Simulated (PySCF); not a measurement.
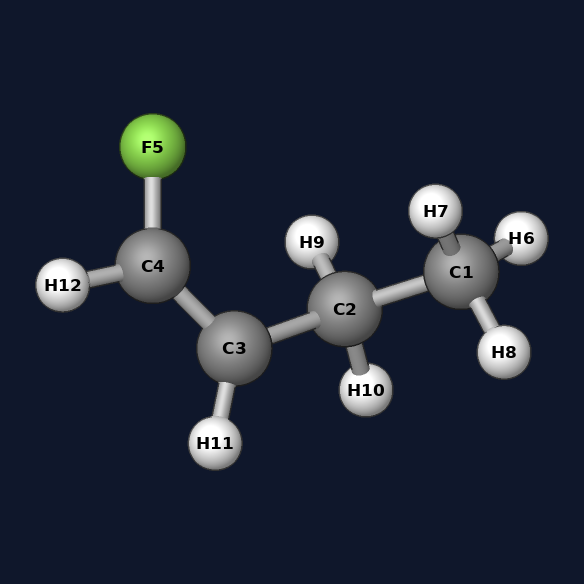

Geometry: a frame of a GFN2-xTB molecular-dynamics simulation, not a minimum. Properties computed with GIAO PBE0/pcSseg-1 NMR shielding, non-relativistic, gas phase (PySCF 2.14.0). Principal shieldings σ11 ≤ σ22 ≤ σ33, span Ω = σ33 − σ11, skew κ = 3(σiso − σ22)/Ω.

Give the shielding tensors of the F atoms.

```
atom    σ11    σ22    σ33   σiso      Ω     κ
  F5  188.3  260.8  429.9  293.0  241.6  0.40
```

Shieldings and span in ppm.
